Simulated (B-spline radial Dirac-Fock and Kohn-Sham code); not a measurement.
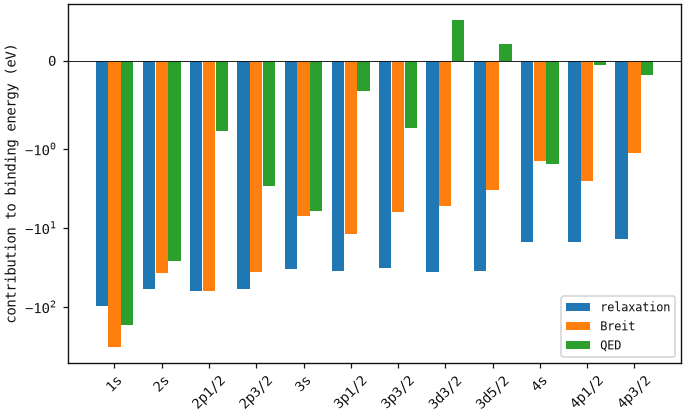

Bars give the relaxation, Breit and QED contributions (eV) to the binding energies of the deepest subshells, counted from the Koopmans value, on an axis that is logarithmic beyond ±1 eV. System: the lead atom, configuration [Xe] 4f14 5d10 6s2 6p2. Level of theory: Dirac–Fock ΔSCF (average of configuration, Fermi nucleus, Breit and QED terms, no correlation); calculated with a radial B-spline solver. Open shells are averaged over j.

> How does the QED term of 2p1/2 compare with that of 1s?

−0.79 eV against −171 eV; the QED terms are weighted to the region near the nucleus, where s electrons have the most density.

> For which subshell is the relaxation energy largest in size?

1s, −96.9 eV.

> Which correction is largest for 1s?

Breit, −323 eV.
